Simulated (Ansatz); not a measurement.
```
atom    x (Å)    y (Å)    z (Å)
   C  -0.9134   1.9874  -0.9159
   C  -0.2859   1.0186  -0.5820
   C   0.4480  -0.1893  -0.1888
   C   0.5289  -0.3079   1.3268
   N  -0.1099  -1.4170  -0.7472
   H  -1.4666   2.8471  -1.2118
   H   1.4683  -0.0968  -0.5787
   H   1.1126  -1.1909   1.5905
   H  -0.4720  -0.4096   1.7536
   H   0.9927   0.5775   1.7631
   H  -0.1627  -1.3439  -1.7564
   H  -1.0631  -1.5304  -0.4191
```

Geometry: PBE0-D4/def2-TZVP.

Method: Ansatz 0.2.0, RKS PBE0-D4/def2-TZVPP.

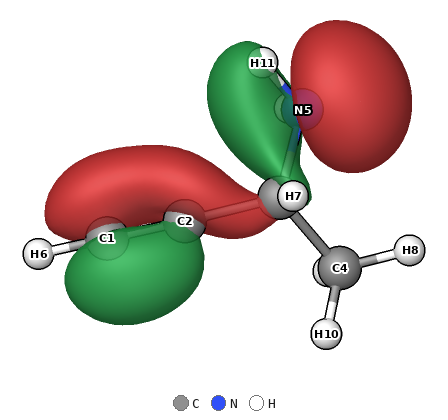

C4H7N (SMILES C#CC(C)N). The HOMO at ±0.1 Å⁻³ᐟ² (green and red are the two phases), seen across its widest extent.

> Where does this orbital lie, and at what energy?

By Hirshfeld shares it lies mainly on N5 (about 55 %), C1 (about 15 %) and C2 (about 15 %). Its energy is −7.19 eV.
